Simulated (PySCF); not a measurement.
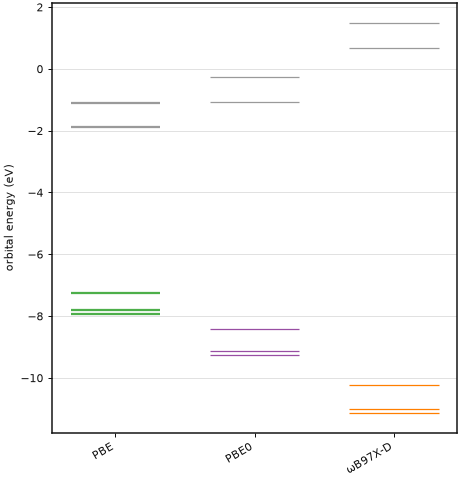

Frontier orbital energies of C₂H₆ClNSi₂, SMILES N#CC[SiH2][SiH2]Cl at one geometry, def2-SVPD, PySCF, at a PBE0-D3(BJ)/def2-SVP geometry (no frequency check). Empty levels are grey, levels within 0.1 eV stand side by side; all columns show the same few orbitals around the gap.

How do the frontier levels move from column to column?

The separation grows from 5.36 eV (PBE) to 10.89 eV (ωB97X-D).

```csv
level,HOMO (eV),LUMO (eV),separation (eV)
PBE,−7.24,−1.88,5.36
PBE0,−8.43,−1.06,7.36
ωB97X-D,−10.23,0.66,10.89
```

Limits of at least one run: empty levels above zero depend strongly on the basis; one conformer of a flexible molecule.
